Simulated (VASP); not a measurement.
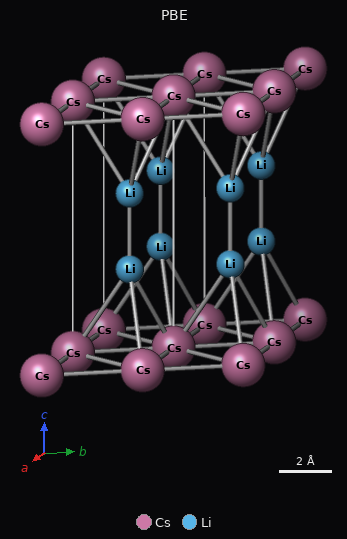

Crystalline CsLi$_{2}$ (a generated structure, set up in P-6m2), relaxed (cell and atoms) with several functionals. The picture shows the result with PBE. The picture is a ball-and-stick view of the cell of the calculation, repeated 2 × 2 × 1 with one cell outlined, seen slightly off an axis.

Computed with VASP 6.6.1: VASP PAW PBE potentials, recommended; VASP PAW LDA potentials, recommended (each functional with its own set). (plane-wave cutoff 600 eV; k-point mesh 8 × 8 × 3; occupations fermi-dirac; smearing width 0.05 eV; no spin polarisation)

| functional | volume (Å³/atom) | a (Å) | c (Å) |
| --- | --- | --- | --- |
| revPBE | ? | ? | ? |
| PBE | 45.157 | 3.969 | 9.928 |
| optB88-vdW | 42.727 | 3.873 | 9.867 |
| rev-vdW-DF2 | 42.506 | 3.865 | 9.859 |
| PW91 | 44.961 | 3.961 | 9.927 |
| LDA | 37.111 | 3.658 | 9.608 |
| BLYP | 51.794 | 4.216 | 10.095 |
| vdW-DF-cx | 42.126 | 3.841 | 9.892 |
| RPBE | 50.438 | 4.148 | 10.153 |
| PBEsol | 41.072 | 3.810 | 9.800 |
| AM05 | 44.035 | 3.924 | 9.906 |

One row is withheld. What does the calculation give there?

Answer. With revPBE the volume falls between PBE (45.157) and RPBE (50.438). The calculation gives 49.674 Å³/atom (a = 4.119 Å, c = 10.140 Å). In order of volume: LDA < PBEsol < vdW-DF-cx < rev-vdW-DF2 < optB88-vdW < AM05 < PW91 < PBE < revPBE < RPBE < BLYP; the spread is 39.6 %.
